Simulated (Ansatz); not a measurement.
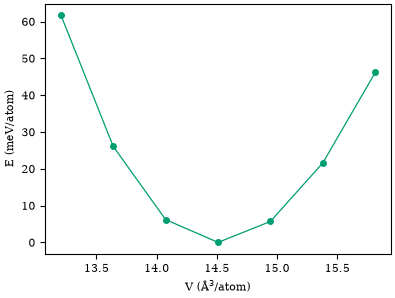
Figure: TiP (CsCl type, space group No. 221) under volume change, plane-wave PAW r²SCAN (Ansatz code), scaled uniformly.

Problem. What does a third-order Birch–Murnaghan fit give for V₀, B₀ and B′?

Solution. V₀ = 14.51 Å³/atom, B₀ = 145 GPa, B′ = 3.9.

Space group Pm-3m (CsCl type). A made-up cell: these elements were put on the sites of a structure type; neither database checked (COD, Materials Project) lists it. COD files the formula under space group No. 194. Whether it is the stable phase at ambient conditions was not checked. The r²SCAN relaxation kept the symmetry of its start. At this level the phase is mechanically unstable. The run is not spin-polarised.

Potentials: the earlier of the program's two PAW sets.
